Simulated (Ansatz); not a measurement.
Take SiO$_{2}$ (space group P4_32_12, No. 96; a = 5.030 Å, c = 7.013 Å) as the base.

Now apply this change: cell and atoms relaxed at a pressure of 10 GPa.

Method: PBEsol (Ansatz, a quantum-chemistry and plane-wave program, PAW, without spin-orbit coupling).

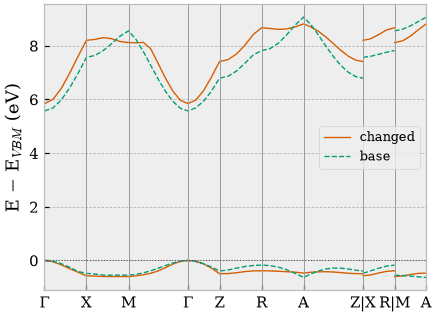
Highest valence and lowest conduction band along the path, each from its own valence-band maximum

Question: Read the changed gap and its character from the plot.

Answer: About 5.8 eV, direct at Γ.

Load acts through the strain it causes; cell and atoms are relaxed under it. Whether these cells are dynamically stable was not tested. Competing high-pressure phases were not computed.
